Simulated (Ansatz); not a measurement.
**CH$_{6}$BGeNO: a changed input and its effect**

System: CH$_{6}$BGeNO, SMILES OBC=[N][GeH3].
Method of the first run: RKS PBE-D4/def2-TZVPP (Ansatz 0.2.0).

The geometry comes from this level: PBE0-D4/def2-TZVP. Text and figures count atoms from 1; the logs count them from 0 in places.

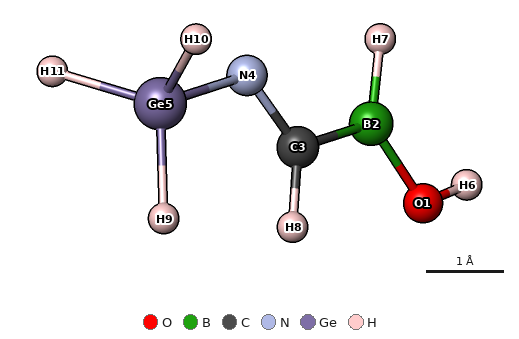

The structure as given in the input (ball-and-stick view, seen at a tilt; atoms are numbered from 1 in the order of the input). Sticks mark near contacts.

## The input, the first run
```yaml
crystal:
  periodic: [false, false, false]
  atoms:
    - {symbol: O, position_ang: [-1.392996, 2.539500, -0.289571]}
    - {symbol: B, position_ang: [-0.533245, 1.782852, 0.427036]}
    - {symbol: C, position_ang: [-0.237232, 0.334523, -0.115553]}
    - {symbol: N, position_ang: [0.564898, -0.424003, 0.515601]}
    - {symbol: Ge, position_ang: [0.914937, -2.139618, -0.129865]}
    - {symbol: H, position_ang: [-1.539393, 3.412537, 0.082490]}
    - {symbol: H, position_ang: [-0.017991, 2.191224, 1.429146]}
    - {symbol: H, position_ang: [-0.744005, 0.011785, -1.046822]}
    - {symbol: H, position_ang: [0.116116, -2.395649, -1.428368]}
    - {symbol: H, position_ang: [2.425180, -2.234690, -0.389611]}
    - {symbol: H, position_ang: [0.509131, -3.135460, 0.966016]}
basis:
  gaussian: {orbitals: def2-TZVPP}
hamiltonian: {xc: pbe, dispersion: d4}
output: {forces: true, orbitals: {seedname: orbitals}}
```

Command:
```bash
ansatz run in.yaml --threads 4 --pin off --events-out ev --progress --plain --max-ram 10444MiB
```

Hardware: 4 threads of Arm Neoverse V1, 23 GiB of memory available, shared host.

## Output (the first run)
```
Functional definition: PBE
  parameter kappa = 0.804
  parameter beta = 0.06672455060314922
  exchange = pbe_x(kappa = kappa, mu = beta*pi^2/3)
  correlation = pbe_c(beta = beta)
1367 factors; their error is unknown
mean field evaluation 1: about -61841.5818 eV, gradient 8.0e1 eV
mean field evaluation 2: about -61787.5932 eV, gradient 1.7e2 eV
mean field evaluation 4: about -61851.6134 eV, gradient 3.1e1 eV
mean field evaluation 8: about -61853.6333 eV, gradient 1.7e-1 eV
mean field evaluation 16: about -61853.6102 eV, gradient 7.7e-3 eV
mean field -61853.61023577 eV, -2273.0782502818 hartree, gradient 9.4e-6 eV, S^2 0.000000; 0 other end points of the search recorded, 0 dependent functions left out
the calculation of the forces begins
reference -61853.61028403 eV, -2273.0782520554 hartree; 32, 32 occupied and 224, 224 virtual orbitals, 1367 factors
Total energy: -61853.81600712 eV, -2273.0858122393 hartree
Atom 0 at    -1.392996     2.539500    -0.289571 Å, force    -0.259232    -0.141996    -0.462346 eV/Å
Atom 1 at    -0.533245     1.782852     0.427036 Å, force     0.246308    -0.225525     0.200606 eV/Å
Atom 2 at    -0.237232     0.334523    -0.115553 Å, force    -0.387787     0.490870    -0.221483 eV/Å
Atom 3 at     0.564898    -0.424003     0.515601 Å, force     0.478644    -0.170365     0.561972 eV/Å
Atom 4 at     0.914937    -2.139618    -0.129865 Å, force     0.039779    -0.212195    -0.081778 eV/Å
Atom 5 at    -1.539393     3.412537     0.082490 Å, force    -0.071564     0.428384     0.183307 eV/Å
Atom 6 at    -0.017991     2.191224     1.429146 Å, force     0.058561     0.051025     0.116495 eV/Å
Atom 7 at    -0.744005     0.011785    -1.046822 Å, force    -0.138558    -0.065185    -0.240164 eV/Å
Atom 8 at     0.116116    -2.395649    -1.428368 Å, force    -0.091339    -0.041267    -0.157781 eV/Å
Atom 9 at     2.425180    -2.234690    -0.389611 Å, force     0.158261    -0.011637    -0.017469 eV/Å
Atom 10 at     0.509131    -3.135460     0.966016 Å, force    -0.033072    -0.102109     0.118641 eV/Å
Dipole moment:    -0.182396     0.261092    -0.085203 e Å
```

For the second run the input was changed thus:
```diff
-hamiltonian: {xc: pbe, dispersion: d4}
+hamiltonian: {xc: {name: B3LYP}, dispersion: d4}
```

What does this change do to the results?

The total energies belong to different models, so their difference says nothing on which is more stable or more accurate. The largest force goes from 0.758 to 0.237 eV/Å. The HOMO goes from −5.41 to −6.55 eV. The LUMO goes from −2.78 to −1.96 eV. The dipole moment goes from 1.58 to 1.52 D. On the same kind of shared host the second run took about 1.9 times as long.

## Output (the second run)
```
Functional definition: B3LYP
  parameter a0 = 0.2
  parameter ax = 0.72
  parameter ac = 0.81
  exchange = (1 - a0 - ax)*slater_x + ax*b88_x + a0*exact_x
  correlation = (1 - ac)*vwn_rpa_c + ac*lyp_c
1398 factors; their error is unknown
mean field evaluation 1: about -61860.8765 eV, gradient 7.2e1 eV
mean field evaluation 2: about -61841.5277 eV, gradient 1.2e2 eV
mean field evaluation 4: about -61869.9381 eV, gradient 1.3e1 eV
mean field evaluation 8: about -61870.2834 eV, gradient 1.7e-1 eV
mean field evaluation 16: about -61870.4998 eV, gradient 2.7e-4 eV
mean field -61870.49983846 eV, -2273.6989317323 hartree, gradient 1.9e-5 eV, S^2 0.000000; 0 other end points of the search recorded, 0 dependent functions left out
the calculation of the forces begins
reference -61870.50013738 eV, -2273.6989427176 hartree; 32, 32 occupied and 224, 224 virtual orbitals, 1398 factors
Total energy: -61870.83099452 eV, -2273.7111014930 hartree
Atom 0 at    -1.392996     2.539500    -0.289571 Å, force    -0.072201     0.099772    -0.036659 eV/Å
Atom 1 at    -0.533245     1.782852     0.427036 Å, force     0.140361    -0.079751     0.147214 eV/Å
Atom 2 at    -0.237232     0.334523    -0.115553 Å, force    -0.107355     0.146109    -0.053582 eV/Å
Atom 3 at     0.564898    -0.424003     0.515601 Å, force     0.035441     0.051391     0.081982 eV/Å
Atom 4 at     0.914937    -2.139618    -0.129865 Å, force     0.069259    -0.221445    -0.045976 eV/Å
Atom 5 at    -1.539393     3.412537     0.082490 Å, force    -0.035801     0.040961    -0.023192 eV/Å
Atom 6 at    -0.017991     2.191224     1.429146 Å, force    -0.059916    -0.037111    -0.110074 eV/Å
Atom 7 at    -0.744005     0.011785    -1.046822 Å, force     0.025995     0.017401     0.047461 eV/Å
Atom 8 at     0.116116    -2.395649    -1.428368 Å, force    -0.003065    -0.005417    -0.009332 eV/Å
Atom 9 at     2.425180    -2.234690    -0.389611 Å, force     0.007033    -0.004085    -0.001718 eV/Å
Atom 10 at     0.509131    -3.135460     0.966016 Å, force     0.000248    -0.007825     0.003875 eV/Å
Dipole moment:    -0.176054     0.248636    -0.084457 e Å
```

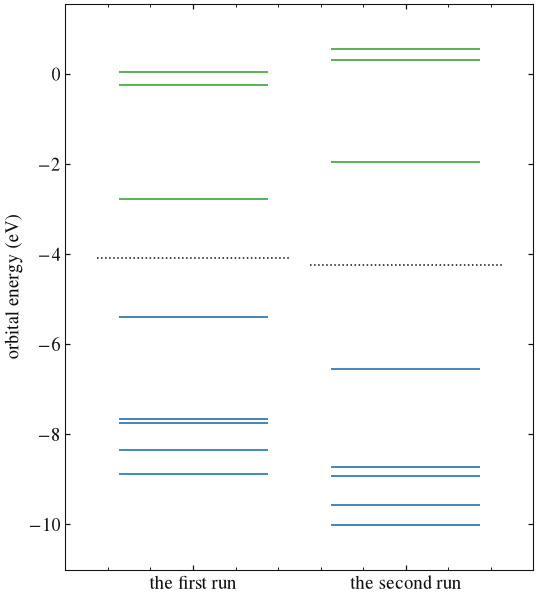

The five highest filled and three lowest empty orbital energies of the two runs; the dotted lines part filled from empty levels. The HOMO–LUMO gap is 2.63 eV in the first run and 4.59 eV in the second run.

## The two runs side by side

| quantity | the first run | the second run |
| --- | --- | --- |
| outcome | converged | converged |
| total energy (hartree) | −2273.085812 | −2273.711101 |
| HOMO (eV) | −5.41 | −6.55 |
| LUMO (eV) | −2.78 | −1.96 |
| dipole moment (D) | 1.58 | 1.52 |
| largest force (eV/Å) | 0.758 | 0.237 |
| basis functions | 256 | 256 |
| wall time (shared host) | 3.1 s | 6 s |
